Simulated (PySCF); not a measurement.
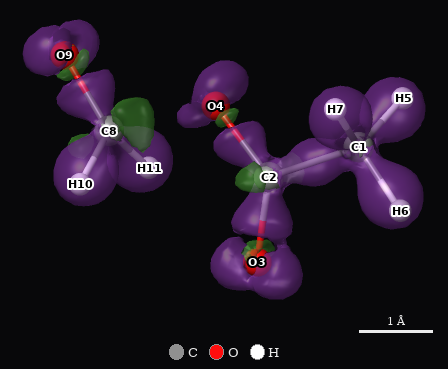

Figure 1: C3H5O3, charge −1, SMILES `CC(=O)[O-].C=O`. Deformation density (molecule less spherical, spin-averaged free atoms at the same positions), surfaces at ±0.2 e/Å³; purple: gain, green: loss.

Level of theory: PBE0/def2-SVPD (PySCF), at a geometry from GFN2-xTB. The pair's geometry is semi-empirical, so its contact may be too short or too long.

Input script:

```python
import numpy as np
from pyscf import gto, scf, dft
from pyscf.scf import atom_ks, atom_hf
from scipy.linalg import block_diag

def solve(mol, dm0=None, hcore=None):
    mf = (dft.UKS if mol.spin else dft.RKS)(mol, xc='pbe0')
    mf.grids.level = 3
    mf = mf.density_fit(auxbasis='def2-universal-jkfit')
    mf.conv_tol, mf.max_cycle = 1e-8, 80
    if hcore is not None:
        mf.get_hcore = lambda *args: hcore
    mf.kernel(dm0)
    if not mf.converged:
        mf = mf.newton().run(mf.mo_coeff, mf.mo_occ, max_cycle=30)
    assert mf.converged, 'SCF not converged'
    return mf

mol = gto.M(atom='''
C      2.22327     0.74069    -0.00048
C      0.94286    -0.13372     0.00099
O      1.05368    -1.35173    -0.00081
O     -0.11986     0.56016     0.00227
H      2.24023     1.34237    -0.90619
H      3.10488     0.10558     0.04033
H      2.20174     1.40771     0.85784
C     -1.68529    -0.33386     0.00094
O     -2.62625     0.46020    -0.00217
H     -1.44781    -0.91997     0.91736
H     -1.44457    -0.92333    -0.91239
''', basis='def2-svpd', charge=-1, spin=0, verbose=4)
mf = solve(mol)
mf.analyze()
# spherically averaged free atoms, for the promolecule
atm = atom_ks.get_atm_nrks(mol, xc='pbe0')
pro = block_diag(*[(atm[a[0]][2] * atm[a[0]][3]) @ atm[a[0]][2].T for a in mol._atom])
np.savez('result.npz', e=mf.e_tot, c=mf.mo_coeff, occ=mf.mo_occ, eps=mf.mo_energy, pro=pro, dip=mf.dip_moment(verbose=0), s2=mf.spin_square()[0])
```

Command:

```sh
OMP_NUM_THREADS=1 python input.py
```

The run took 38 s on 1 thread of AMD EPYC (Zen 3), on a shared host, peak memory 0.65 GiB.

Partitions, critical points and surface values were worked out afterwards from this run's density.

Describe the bonding that the map shows.

C8–H11 and C8–H10: +0.72 e/Å³ at the bond critical point (bond length 1.11 Å). C1–H6: +0.67 e/Å³ at the bond critical point (bond length 1.09 Å). C1–H7 and C1–H5: +0.65 e/Å³ at the bond critical point (bond length 1.09 Å). C2–O3: +0.62 e/Å³ at the bond critical point (bond length 1.22 Å). C8–O9: +0.60 e/Å³ at the bond critical point (bond length 1.23 Å). C2–O4: +0.49 e/Å³ at the bond critical point (bond length 1.27 Å). C1–C2: +0.47 e/Å³ at the bond critical point (bond length 1.55 Å). O4–C8: −0.09 e/Å³ at the bond critical point (bond length 1.80 Å); up to 0.6 Å beside the axis the gain reaches +0.20 e/Å³. In all, 3.0 electrons gather in the regions of gain relative to the promolecule of neutral atoms (this includes the anion's extra charge). A small or negative value marks a very polar bond, one between electron-rich atoms, whose free-atom densities already overlap strongly, a long bond to a heavier atom, or a closed-shell contact such as a hydrogen bond.
